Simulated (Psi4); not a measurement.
# HNO (nitroxyl): a chain of runs, part 2 of 2

Psi4 1.11. Earlier steps stand in the parts before.

### 3 Vibrational wavenumbers at B97-3c/def2-mTZVP (density fitting) (run 2)

Input file job.dat:

```
memory 1.6 GB

molecule {
  0 1
  N     -0.280517     0.316985    -0.114940
  O      0.770931     0.400684     0.465386
  H     -0.466355    -0.714560    -0.337038
  symmetry c1
}

set t 298.15
set rotational_symmetry_number 1

result = frequencies("b97-3c")
print_variables()
```

On the command line:

```sh
$ psi4 job.dat job.out -n 1
```

job.out, cut to the lines that bear on the results:

```text
[...]
  Running in c1 symmetry.
[...]
  Nuclear repulsion =   30.362319606666155
[...]
  Multiplicity = 1
[...]
  Nalpha       = 8
  Nbeta        = 8
[...]
    Number of basis functions: 46
[...]
   @DF-RKS iter   1:  -130.33985113744447   -2.10061e-01   9.58154e-03 ADIIS/DIIS
[...]
   @DF-RKS iter  11:  -130.42004898317433   -2.55795e-13   6.25494e-10 DIIS
[...]
  @DF-RKS Final Energy:  -130.42004898317433
   => Energetics <=
    Nuclear Repulsion Energy =             30.3623070733180818
    One-Electron Energy =                -238.0019883980892814
    Two-Electron Energy =                  92.8757641210212626
    DFT Exchange-Correlation Energy =     -15.6474914182757807
    Empirical Dispersion Energy =          -0.0086403611485952
    VV10 Nonlocal Energy =                  0.0000000000000000
    Total Energy =                       -130.4200489831743255
[...]
 Multipole Moments:
 ------------------------------------------------------------------------------------
     Multipole            Electronic (a.u.)      Nuclear  (a.u.)        Total (a.u.)
 ------------------------------------------------------------------------------------
 L = 1.  Multiply by 2.5417464519 to convert [e a0] to [Debye]
 Dipole X            :          0.5366034           -0.8203957           -0.2837923
 Dipole Y            :          0.4409748           -0.9808977           -0.5399229
 Dipole Z            :          0.0010704           -0.0023957           -0.0013253
 Magnitude           :                                                    0.6099644
[...]
  -Total Gradient:
     Atom            X                  Y                   Z
    ------   -----------------  -----------------  -----------------
       1       -0.000096288660    -0.000095862582    -0.000000233494
       2        0.000039720623    -0.000004920687    -0.000000013741
       3        0.000055021253     0.000108881664     0.000000267341
[...]
  ==> Harmonic Vibrational Analysis <==
[...]
  Freq [cm^-1]                1554.2427           1624.9529           2693.2667
[...]
  IR activ [km/mol]            15.3710             87.8926             252.8623
[...]
  Total E_0, Enthalpy at 0 [K]                                                         -130.40667053 [Eh]
[...]
  Total H, Enthalpy at  298.15 [K]                                                     -130.40288693 [Eh]
[...]
  Total G, Gibbs energy at  298.15 [K]                                                 -130.42794717 [Eh]
[...]
```

Wall time 30 s (1 thread of Intel Xeon Platinum 8375C at 2.90GHz (Ice Lake), shared host); peak memory 0.31 GiB.

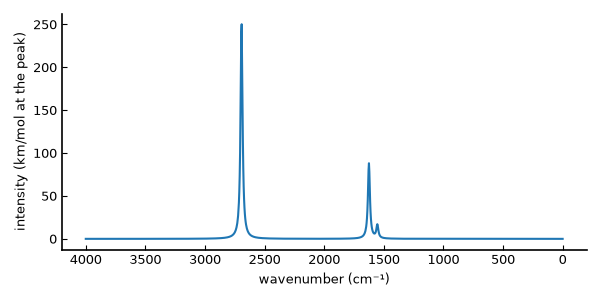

Harmonic infrared spectrum, unscaled, lines broadened by 10 cm⁻¹.

### 4 The energy at SCS-MP2/aug-cc-pVDZ (density fitting) (run 3)

Input file hno.in:

```
memory 1.6 GB

molecule {
  0 1
  N
  O 1 1.20388
  H 1 1.071424 2 108.56312
}

set {
  basis       aug-cc-pVDZ
  reference   rhf
  freeze_core true
}

E, wfn = energy("scs-mp2", return_wfn=True)
```

On the command line:

```sh
$ psi4 hno.in hno.out -n 1
```

hno.out, cut to the lines that bear on the results:

```text
[...]
  Running in cs symmetry.
[...]
  Nuclear repulsion =   30.362314315078116
[...]
  Multiplicity = 1
[...]
  Nalpha       = 8
  Nbeta        = 8
[...]
    Number of basis functions: 55
[...]
   @RHF iter   1:  -129.77824584959558   -6.91108e-01   6.01939e-03 DIIS/ADIIS
[...]
   @RHF iter  11:  -129.81046915393287   -9.49285e-12   9.64401e-09 DIIS
[...]
    Orbital Energies [Eh]
    ---------------------
    Doubly Occupied:
       1Ap   -20.665872     2Ap   -15.725714     3Ap    -1.539505
       4Ap    -0.991801     5Ap    -0.747448     6Ap    -0.667874
       1App   -0.599414     7Ap    -0.427283
[...]
  @RHF Final Energy:  -129.81046915393287
   => Energetics <=
    Nuclear Repulsion Energy =             30.3623143150781161
    One-Electron Energy =                -237.6157440264790921
    Two-Electron Energy =                  77.4429605574680977
    Total Energy =                       -129.8104691539328712
[...]
 Multipole Moments:
 ------------------------------------------------------------------------------------
     Multipole            Electronic (a.u.)      Nuclear  (a.u.)        Total (a.u.)
 ------------------------------------------------------------------------------------
 L = 1.  Multiply by 2.5417464519 to convert [e a0] to [Debye]
 Dipole X            :          0.3080576           -0.9211580           -0.6131004
 Dipole Y            :         -0.4143645            0.8869489            0.4725844
 Dipole Z            :          0.0000000            0.0000000            0.0000000
 Magnitude           :                                                    0.7740983
[...]
	SCS-MP2 Total Energy (a.u.)        :  -130.16932963853867
	SOS-MP2 Total Energy (a.u.)        :  -130.16492215309603
	SCSN-MP2 Total Energy (a.u.)       :  -129.97770312596069
[...]
	SOS-PI-MP2 Total Energy (a.u.)     :  -130.19218776841629
[...]
	MP2 Total Energy (a.u.)            :  -130.17814460942384
[...]
```

Wall time 2.4 s (1 thread of Intel Xeon Platinum 8375C at 2.90GHz (Ice Lake), shared host); peak memory 0.23 GiB.

### 5 Summary of results

This closing draws on all 2 parts.

| quantity | value |
| --- | --- |
| run 1, B97-3c/def2-mTZVP: total energy at the end | -130.42005 Eh |
| run 1, B97-3c/def2-mTZVP: dipole moment | 1.55 D |
| run 1, B97-3c/def2-mTZVP: HOMO energy | -5.48 eV |
| run 1, B97-3c/def2-mTZVP: LUMO energy | -4.21 eV |
| run 1, B97-3c/def2-mTZVP: HOMO–LUMO gap | 1.27 eV |
| run 2, B97-3c/def2-mTZVP: lowest harmonic wavenumber | 1554 cm⁻¹ |
| run 2, B97-3c/def2-mTZVP: highest harmonic wavenumber | 2693 cm⁻¹ |
| run 2, B97-3c/def2-mTZVP: zero-point energy | 35.1 kJ/mol |
| run 2, B97-3c/def2-mTZVP: ideal-gas entropy at 298.15 K (symmetry number 1 as used) | 52.7 cal/(mol K) |
| run 3, SCS-MP2/aug-cc-pVDZ: total energy | -130.16933 Eh |
| run 3, SCS-MP2/aug-cc-pVDZ: HOMO energy (Hartree–Fock orbitals) | -11.63 eV |
| run 3, SCS-MP2/aug-cc-pVDZ: LUMO energy (Hartree–Fock orbitals) | 0.97 eV |
| run 3, SCS-MP2/aug-cc-pVDZ: HOMO–LUMO gap (Hartree–Fock orbitals) | 12.59 eV |
| run 3, SCS-MP2/aug-cc-pVDZ: correlation energy (2 core orbitals frozen) | -358.9 mEh |

**Reading.** The optimisation (run 1, B97-3c/def2-mTZVP) took 4 steps and changed the energy by -0.021 eV. At B97-3c/def2-mTZVP: Experiment gives 1.67 D for the dipole moment (NIST CCCBDB), so the computed value is 0.12 D (7 %) too low. All 3 modes (run 2, B97-3c/def2-mTZVP) are real, so the shape is a minimum at this level.
